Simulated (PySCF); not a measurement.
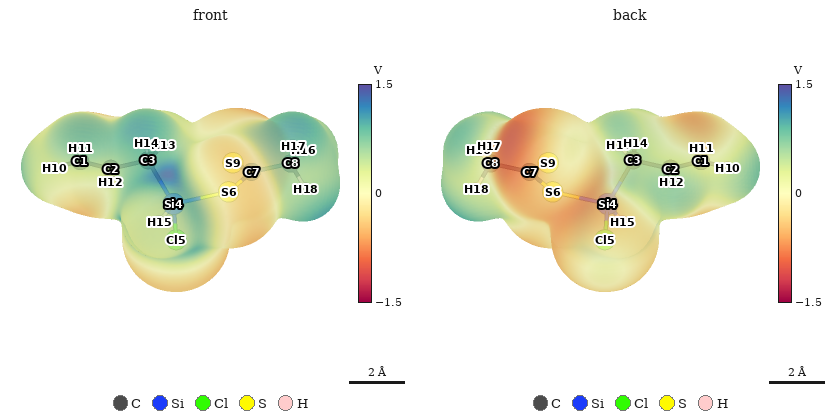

C$_{5}$H$_{9}$ClS$_{2}$Si. The molecular electrostatic potential painted on the density surface at 0.002 e/bohr³, seen from the front and from behind; red is negative and blue positive.

Geometry: GFN2-xTB.

All numbers below come from PBE0/pcSseg-1, SCF density, gas phase, non-relativistic (PySCF 2.14.0).

```yaml
atoms:
  - { symbol: C, position_ang: [-3.8210, -0.0316, -0.0597] }
  - { symbol: C, position_ang: [-2.6520, -0.2954, -0.6117] }
  - { symbol: C, position_ang: [-1.3519, 0.2730, -0.1476] }
  - { symbol: Si, position_ang: [-0.2567, -1.0876, 0.6138] }
  - { symbol: Cl, position_ang: [0.0599, -2.6496, -0.5983] }
  - { symbol: S, position_ang: [1.6643, -0.2600, 1.3277] }
  - { symbol: C, position_ang: [2.4767, 0.2967, -0.1039] }
  - { symbol: C, position_ang: [3.8476, 0.8251, 0.1395] }
  - { symbol: S, position_ang: [1.8183, 0.2556, -1.5959] }
  - { symbol: H, position_ang: [-4.7356, -0.4616, -0.4297] }
  - { symbol: H, position_ang: [-3.9134, 0.6355, 0.7816] }
  - { symbol: H, position_ang: [-2.5861, -0.9673, -1.4563] }
  - { symbol: H, position_ang: [-0.8419, 0.7304, -0.9982] }
  - { symbol: H, position_ang: [-1.5328, 1.0556, 0.5911] }
  - { symbol: H, position_ang: [-0.7577, -1.5455, 1.9026] }
  - { symbol: H, position_ang: [4.2824, 1.1852, -0.7895] }
  - { symbol: H, position_ang: [3.8117, 1.6351, 0.8675] }
  - { symbol: H, position_ang: [4.4795, 0.0402, 0.5554] }
```

### Describe the electrostatic potential map.

The most negative region (about −1.0 V, or −23 kcal/mol for a unit charge) lies over S9, the most positive (about +1.2 V, or +28 kcal/mol for a unit charge) over Si4.
